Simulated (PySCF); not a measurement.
C$_{5}$H$_{2}$ClN, SMILES `C=C1C(Cl)=C1C#N`.

PySCF calculation, cc-pVDZ basis, gas phase; geometry: GFN2-xTB. No frequency check shows the geometry to be a minimum. GFN2-xTB bond lengths at metals and heavier atoms can be off by up to 0.1 Å and shapes distorted, which carries into these values.

Cartesian coordinates (Å):

```
C1       0.0411   -2.5711    0.0000
C2       0.0064   -1.2623    0.0000
C3       0.5893    0.0463    0.0000
Cl4      1.9617    0.9906    0.0000
C5      -0.7529    0.0111    0.0000
C6      -1.9672    0.6500    0.0000
N7      -2.9951    1.1676    0.0000
H8      -0.8610   -3.1565    0.0000
H9       0.9777   -3.1008    0.0000
```

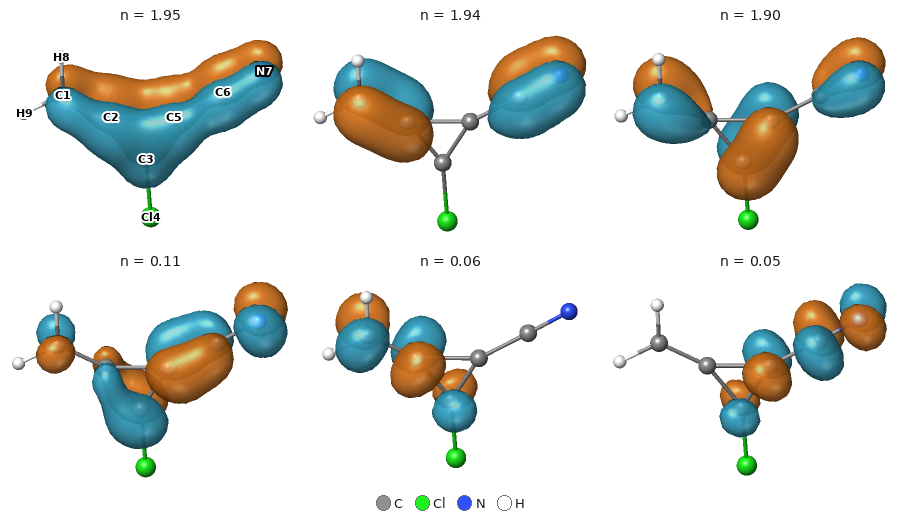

Natural orbitals of the π active space, CASSCF(6,6), singlet state, in order of falling occupation. The active space holds only one of the two perpendicular π systems.

How multiconfigurational is the state?

Answer. The leading determinant weighs 0.90; the effective number of unpaired electrons, Σ n²(2−n)², is 0.13; the most occupied of the weakly occupied orbitals holds 0.11 e, as in an ordinary closed-shell π system. The active space lowers the energy by 2.09 eV against Hartree–Fock.

Where does the lowest triplet lie relative to the singlet, at this geometry and within this active space?

Answer. 2.91 eV above it by strongly contracted NEVPT2 (+2.90 eV by CASSCF); a small basis tends to put such gaps a few tenths of an eV too high. This is a vertical energy for π states alone; a state that uses lone pairs or σ orbitals may lie lower.

The PySCF run took 77 s on 1 thread of Intel(R) Xeon(R) Processor @ 2.50GHz (Skylake/Cascade Lake) (shared host), peak memory 0.3 GiB.
